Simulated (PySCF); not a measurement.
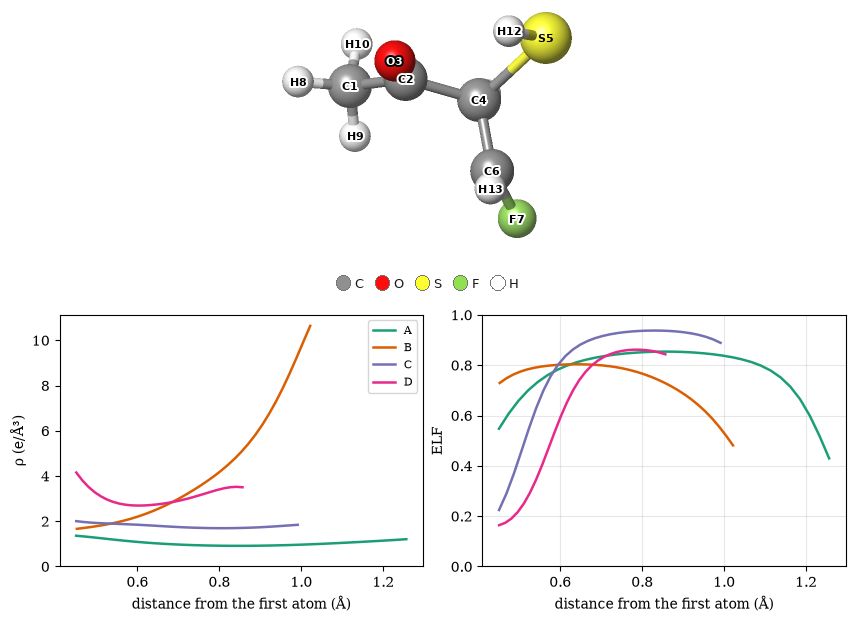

Figure. C4H6FOS (doublet). Electron density and ELF along straight lines between neighbouring atoms. The curves leave out the atomic cores. The structure is drawn too.

Geometry: GFN2-xTB.

Level of theory: PySCF 2.14.0, density-fitted response routines, UKS B3LYP, pcH-1 on C F H O S, non-relativistic, mean-field spin-orbit, GIAO.

```xyz
13

C     1.8238    0.1738   -0.2011
C     0.5218   -0.4497    0.2010
O     0.3637   -1.1380    1.1735
C    -0.6418   -0.0845   -0.7254
S    -1.7539   -1.6062   -0.9302
C    -1.3807    0.9845   -0.1014
F    -1.7118    2.0680   -0.8163
H     2.5536    0.0611    0.5963
H     1.6865    1.2258   -0.4393
H     2.1917   -0.3299   -1.0944
H    -0.3160    0.1815   -1.7298
H    -1.5195   -2.0300    0.3103
H    -1.8217    0.9441    0.8778
```

**Which curve belongs to which contact (C–C, C–F, C–O and C–S)? The first atom named is at distance zero.**

Curve A: C–S (1.90 Å): ρ at the midpoint is about 0.94 e/Å³; the ELF peaks at about 0.85 between the atoms: a covalent bond. Curve B: C–F (1.34 Å): the density is about 2.7 e/Å³ at the midpoint; the ELF peaks at about 0.80 between the atoms; a shared but strongly polarised pair. Curve C: C–C (1.44 Å): ρ is about 1.7 e/Å³ halfway; the ELF peaks at about 0.95 between the atoms, as expected for a covalent bond. Curve D: C–O (1.20 Å): ρ at the midpoint is about 2.7 e/Å³; the ELF peaks at about 0.85 between the atoms (a short, multiple covalent bond).
